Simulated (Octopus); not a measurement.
# C2HClF2 (SMILES FC(F)=CCl) at PBE (scalar, in the pseudopotentials, sg15 potentials, box margin 4.5 angstrom, extra states 0, grid spacing 0.195 angstrom, mix field default)

What is the vertical ionisation energy of C2HClF2 at PBE (scalar, in the pseudopotentials, sg15 potentials, box margin 4.5 angstrom, extra states 0, grid spacing 0.195 angstrom, mix field default)? 

The calculation is run with Octopus 16.4.

6 further runs of the same task are left out: 6 set aside as unsound or not needed.

**1. Starting point**

The species is C2HClF2 (6 atoms), meant as a singlet with charge 0. SMILES: `FC(F)=CCl`. The coordinates come from a PBE0-D4/def2-TZVP relaxation.

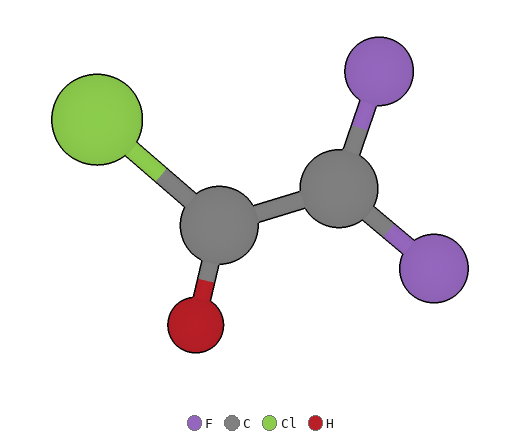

Viewed from a chosen angle; fluorine purple, carbon grey, chlorine green, hydrogen red.

**2. Energy and forces at PBE (scalar, in the pseudopotentials, sg15 potentials, box margin 4.5 angstrom, extra states 0, grid spacing 0.195 angstrom, mix field default)**

The run is started by

```
$ OMP_NUM_THREADS=1 octopus > gs.log
```

Log:

```text
Version                : 16.4
************************** Calculation Mode **************************
Input: [CalculationMode = gs]
Input: [SpinComponents = unpolarized]
******************************* Space ********************************
Octopus will run in 3 dimension(s).
Octopus will treat the system as periodic in 0 dimension(s).
Input: [AllElectronType = no]
Input: [PseudopotentialSet = sg15]
Reading Coordinates from Coordinates block
****************************** Species *******************************
  Species 'F'
    type             : pseudopotential
    file format      : UPF2
    valence charge   : 7.0
    atomic number    :   9
    form on file     : kleinman-bylander
    lmax             : 1
    llocal           : -1
    projectors per l : 2
    total projectors : 4
    application form : kleinman-bylander
    orbitals         :  0
    bound orbitals   :  0
  Species 'C'
    type             : pseudopotential
    file format      : UPF2
    valence charge   : 4.0
    atomic number    :   6
    form on file     : kleinman-bylander
    lmax             : 1
    llocal           : -1
    projectors per l : 2
    total projectors : 4
    application form : kleinman-bylander
    orbitals         :  0
    bound orbitals   :  0
  Species 'Cl'
    type             : pseudopotential
    file format      : UPF2
[... 113 lines left out ...]
** Warning:
[... 11 lines left out ...]
Converged eigenvectors: 0
#  State  Eigenvalue [eV]  Occupation    Error
[... 9 lines left out ...]
Converged eigenvectors: 0
#  State  Eigenvalue [eV]  Occupation    Error
[... 51 lines left out ...]
 ediff =        9.87E-04 abs_dens =  5.83E-04 rel_dens =  1.94E-05
*********************** SCF CYCLE ITER #   18 ************************
 etot  = -2.03958647E+03 abs_ev   =  1.72E-02 rel_ev   =  3.72E-05
 ediff =        1.46E-03 abs_dens =  5.47E-04 rel_dens =  1.82E-05
*********************** SCF CYCLE ITER #   19 ************************
 etot  = -2.03958938E+03 abs_ev   =  1.71E-04 rel_ev   =  3.69E-07
 ediff =        1.07E-04 abs_dens =  9.91E-05 rel_dens =  3.30E-06
*********************** SCF CYCLE ITER #   20 ************************
 etot  = -2.03958930E+03 abs_ev   =  7.42E-04 rel_ev   =  1.61E-06
 ediff =        3.05E-06 abs_dens =  4.17E-05 rel_dens =  1.39E-06
*********************** SCF CYCLE ITER #   21 ************************
 etot  = -2.03958746E+03 abs_ev   =  5.51E-04 rel_ev   =  1.19E-06
 ediff =        6.77E-05 abs_dens =  3.14E-05 rel_dens =  1.05E-06
*********************** SCF CYCLE ITER #   22 ************************
 etot  = -2.03958783E+03 abs_ev   =  2.62E-04 rel_ev   =  5.67E-07
 ediff =        1.38E-05 abs_dens =  5.40E-06 rel_dens =  1.80E-07
Converged eigenvectors: 1
#  State  Eigenvalue [eV]  Occupation    Error
      1      -32.855567    2.000000   ( 6.2E-08)
      2      -31.206124    2.000000   ( 2.7E-07)
      3      -22.427631    2.000000   ( 8.8E-08)
[... 11 lines of this table left out ...]
     15       -6.236949    2.000000   ( 2.4E-07)
                                                                     ^
*********************** SCF CYCLE ITER #   23 ************************
 etot  = -2.03958841E+03 abs_ev   =  3.77E-04 rel_ev   =  8.16E-07
 ediff =        2.11E-05 abs_dens =  6.50E-06 rel_dens =  2.17E-07
Converged eigenvectors: 1
#  State  Eigenvalue [eV]  Occupation    Error
      1      -32.855587    2.000000   ( 6.9E-08)
      2      -31.206142    2.000000   ( 2.1E-07)
      3      -22.427635    2.000000   ( 1.5E-07)
[... 11 lines of this table left out ...]
     15       -6.236958    2.000000   ( 2.2E-07)
                                                                     ^
Info: SCF converged in   23 iterations
** Warning:
**   Some of the states are not fully converged!
Info: Number of matrix-vector products:       4947
Octopus emitted 2 warnings.
```

It took 36 s on 1 thread of Arm Neoverse V1, shared host; peak memory 0.12 GiB.

**3. The doublet cation: energy and gradient at UPBE (scalar, in the pseudopotentials, sg15 potentials, box margin 4.5 angstrom, extra states 0, grid spacing 0.195 angstrom, mix field default)**

The run is started by

```
$ OMP_NUM_THREADS=1 octopus > gs.log
```

Log:

```text
Version                : 16.4
************************** Calculation Mode **************************
Input: [CalculationMode = gs]
Input: [SpinComponents = polarized]
******************************* Space ********************************
Octopus will run in 3 dimension(s).
Octopus will treat the system as periodic in 0 dimension(s).
Input: [AllElectronType = no]
Input: [PseudopotentialSet = sg15]
Reading Coordinates from Coordinates block
****************************** Species *******************************
  Species 'F'
    type             : pseudopotential
    file format      : UPF2
    valence charge   : 7.0
    atomic number    :   9
    form on file     : kleinman-bylander
    lmax             : 1
    llocal           : -1
    projectors per l : 2
    total projectors : 4
    application form : kleinman-bylander
    orbitals         :  0
    bound orbitals   :  0
  Species 'C'
    type             : pseudopotential
    file format      : UPF2
    valence charge   : 4.0
    atomic number    :   6
    form on file     : kleinman-bylander
    lmax             : 1
    llocal           : -1
    projectors per l : 2
    total projectors : 4
    application form : kleinman-bylander
    orbitals         :  0
    bound orbitals   :  0
  Species 'Cl'
    type             : pseudopotential
    file format      : UPF2
[... 113 lines left out ...]
** Warning:
[... 22 lines left out ...]
Converged eigenvectors: 0
#  State  Spin  Eigenvalue [eV]  Occupation    Error
[... 5 lines left out ...]
  [output of 12 eigenvalues skipped: maximum error = 3.2E+00]
[... 19 lines left out ...]
Converged eigenvectors: 0
#  State  Spin  Eigenvalue [eV]  Occupation    Error
[... 5 lines left out ...]
  [output of 12 eigenvalues skipped: maximum error = 6.4E-01]
[... 80 lines left out ...]
Converged eigenvectors: 0
#  State  Spin  Eigenvalue [eV]  Occupation    Error
[... 5 lines left out ...]
  [output of 12 eigenvalues skipped: maximum error = 5.6E-07]
[... 8 lines left out ...]
Local Magnetic Moments (sphere radius [A] =   0.539):
 Ion                    mz
   1         F       0.052674
   2         C       0.070337
   3         F       0.045898
   4         C       0.090009
   5        Cl       0.045551
   6         H      -0.003746
*********************** SCF CYCLE ITER #   24 ************************
 etot  = -2.02997923E+03 abs_ev   =  3.80E-04 rel_ev   =  5.77E-07
 ediff =        7.72E-07 abs_dens =  1.96E-05 rel_dens =  6.77E-07
Converged eigenvectors: 0
#  State  Spin  Eigenvalue [eV]  Occupation    Error
      1    up      -39.770106    1.000000   ( 1.1E-06)
      1    dn      -39.640751    1.000000   ( 1.6E-06)
      2    up      -38.064853    1.000000   ( 8.7E-07)
[... 4 lines of this table left out ...]
      4    dn      -26.487587    1.000000   ( 5.2E-07)
  [output of 12 eigenvalues skipped: maximum error = 3.6E-07]
     10    dn      -17.760126    1.000000   ( 2.0E-07)
     11    dn      -17.645838    1.000000   ( 7.3E-07)
     12    up      -17.066930    1.000000   ( 1.0E-06)
[... 6 lines of this table left out ...]
     15    dn      -12.987239    0.000000   ( 5.4E-07)
                                                                  ^
Total Magnetic Moment:
 mz =   1.000000
Local Magnetic Moments (sphere radius [A] =   0.539):
 Ion                    mz
   1         F       0.052674
   2         C       0.070337
   3         F       0.045898
   4         C       0.090009
   5        Cl       0.045552
   6         H      -0.003746
Info: SCF converged in   24 iterations
** Warning:
**   Some of the states are not fully converged!
Info: Number of matrix-vector products:       9975
Octopus emitted 2 warnings.
```

Wall time 73 s (1 thread of Arm Neoverse V1, shared host); peak memory 0.15 GiB.

**4. What came out**

Level: PBE (scalar, in the pseudopotentials, sg15 potentials, box margin 4.5 angstrom, extra states 0, grid spacing 0.195 angstrom, mix field default).

| quantity | value |
| --- | --- |
| run 1, PBE: total energy | -74.95349 Eh |
| run 1, PBE: dipole moment | 0.94 D |
| run 1, PBE: HOMO energy | -6.24 eV |
| doublet cation: total energy | -74.60033 Eh |
| doublet cation: HOMO energy (highest over α and β) | -14.02 eV |
| vertical ionisation energy (to the doublet cation) | 9.610 eV |

**Reading.** The vertical ionisation energy comes to 9.61 eV (222 kcal/mol). The negative HOMO energy of the first species, 6.24 eV, lies 3.37 eV below that difference.
